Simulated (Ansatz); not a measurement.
**B3LYP/def2-SVPD (core potential) run of C2H3In (SMILES C#[C][InH2])**

What is the electronic atomisation energy of C2H3In at B3LYP/def2-SVPD (core potential)? 

Program for the calculation: Ansatz 0.2.0.

48 further runs of the same task are left out: 1 that didn't finish, 47 set aside as unsound or not needed.

## 1. The structure to begin with

C2H3In: 6 atoms, total charge 0, spin state singlet. As SMILES, `C#[C][InH2]`. The shape is that of a PBE0-D4/def2-TZVP optimisation.

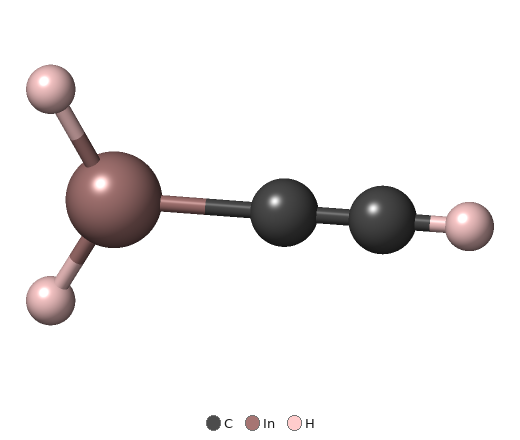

The structure, seen from a chosen angle (carbon dark grey, indium brown, hydrogen pink).

## 2. The energy at B3LYP/def2-SVPD (core potential)

The input, molecule.yaml:

```yaml
crystal:
  periodic: [false, false, false]
  atoms:
    - {symbol: C, position_ang: [-0.186600, -1.928000, 0.015100]}
    - {symbol: C, position_ang: [-0.070400, -0.723400, 0.005900]}
    - {symbol: In, position_ang: [0.131900, 1.363900, -0.010600]}
    - {symbol: H, position_ang: [-0.289000, -2.989600, 0.023300]}
    - {symbol: H, position_ang: [0.673500, 2.081500, -1.468800]}
    - {symbol: H, position_ang: [-0.259400, 2.195500, 1.435000]}
basis:
  gaussian:
    orbitals: def2-SVPD
hamiltonian:
  xc: {name: B3LYP}
accuracy: high
output: {orbitals: {seedname: orbitals}}
```

The run is started by

```console
$ ansatz run molecule.yaml --threads 1 --pin off --max-ram 3480MiB --events-out events.jsonl --progress --plain --runs-dir runs
```

The program printed:

```text
Warning: RAYON_NUM_THREADS=1 ignored (pool sized by the plan → 1); use --threads N
Functional definition: B3LYP
  name "B3LYP"
  parameter a0 = 0.2
  parameter ax = 0.72
  parameter ac = 0.81
  exchange = (1 - a0 - ax)*slater_x + ax*b88_x + a0*exact_x
  correlation = (1 - ac)*vwn_rpa_c + ac*lyp_c
2051 factors; integrals over basis functions are off by at most 3.2e-9 eV
mean field evaluation 1: about -7288.8040 eV, gradient 4.3e1 eV
mean field evaluation 2: about -7274.8052 eV, gradient 7.6e1 eV
mean field evaluation 4: about -7293.7890 eV, gradient 1.2e1 eV
mean field evaluation 8: about -7294.2196 eV, gradient 8.9e-2 eV
mean field evaluation 16: about -7294.2196 eV, gradient 1.1e-6 eV
mean field -7294.21960294 eV, -268.0576262084 hartree, gradient 6.0e-8 eV, S^2 0.000000; 0 other end points of the search recorded, 0 dependent functions left out
reference -7294.21964393 eV, -268.0576277148 hartree; 18, 18 occupied and 78, 78 virtual orbitals, 2051 factors
Total energy: -7294.21964393 eV, -268.0576277148 hartree
```

Wall time 7.2 s (1 thread of Arm Neoverse V2, shared host); peak memory 0.31 GiB.

## 3. The C atom at the same level

The input, input.yaml:

```yaml
crystal:
  periodic: [false, false, false]
  atoms:
    - {symbol: C, position_ang: [0.000000, 0.000000, 0.000000]}
basis:
  gaussian:
    orbitals: def2-SVPD
magnetization:
  spin_polarized: true
  initial_magnetization: 2
hamiltonian:
  xc: {name: B3LYP}
accuracy: high
```

Run the same way, it converges to -37.81494 Eh (log not shown).

## 4. The H atom, same level

The input, molecule.yaml:

```yaml
crystal:
  periodic: [false, false, false]
  atoms:
    - {symbol: H, position_ang: [0.000000, 0.000000, 0.000000]}
basis:
  gaussian:
    orbitals: def2-SVPD
magnetization:
  spin_polarized: true
  initial_magnetization: 1
hamiltonian:
  xc: {name: B3LYP}
accuracy: high
```

The run is started by

```console
$ ansatz run molecule.yaml --threads 1 --pin off --max-ram 3480MiB --events-out events.jsonl --progress --plain --runs-dir runs
```

The program printed (excerpt; [...] marks lines left out):

```text
Warning: RAYON_NUM_THREADS=1 ignored (pool sized by the plan → 1); use --threads N
[... 7 set-up lines as earlier in the session ...]
33 factors; integrals over basis functions are off by at most 2.1e-9 eV
mean field evaluation 1: about -13.6396 eV, gradient 1.5e-1 eV
mean field evaluation 2: about -13.6397 eV, gradient 1.5e-1 eV
mean field evaluation 4: about -13.6399 eV, gradient 3.7e-3 eV
mean field evaluation 8: about -13.6399 eV, gradient 1.0e-10 eV
mean field -13.63992910 eV, -0.5012581489 hartree, gradient 1.0e-10 eV, S^2 0.750000; 0 other end points of the search recorded, 0 dependent functions left out
reference -13.63994824 eV, -0.5012588523 hartree; 1, 0 occupied and 7, 8 virtual orbitals, 33 factors
Total energy: -13.63994824 eV, -0.5012588523 hartree
```

Run time: 0.12 s. Hardware: 1 thread of Arm Neoverse V2, shared host.

## 5. The In atom, same level

molecule.yaml: that of step 4 with these lines changed.

```diff
@@ -3,3 +3,3 @@
   atoms:
-    - {symbol: H, position_ang: [0.000000, 0.000000, 0.000000]}
+    - {symbol: In, position_ang: [0.000000, 0.000000, 0.000000]}
 basis:
```

Run the same way, it converges to -190.18187 Eh (log not shown).

## 6. What came out

Level: B3LYP/def2-SVPD (core potential).

| quantity | value |
| --- | --- |
| molecule: total energy | -268.05763 Eh |
| molecule: HOMO energy | -7.56 eV |
| molecule: LUMO energy | -2.29 eV |
| molecule: HOMO–LUMO gap | 5.27 eV |
| C atom: total energy | -37.81494 Eh |
| C atom: ⟨S²⟩ | 2.004 |
| H atom: total energy | -0.50126 Eh |
| H atom: ⟨S²⟩ | 0.750 |
| In atom: total energy | -190.18187 Eh |
| In atom: ⟨S²⟩ | 0.752 |
| electronic atomisation energy | 20.194 eV |

In words: Taking the molecule apart into free atoms costs 20.19 eV (1948 kJ/mol), before zero-point energy and without spin-orbit coupling.
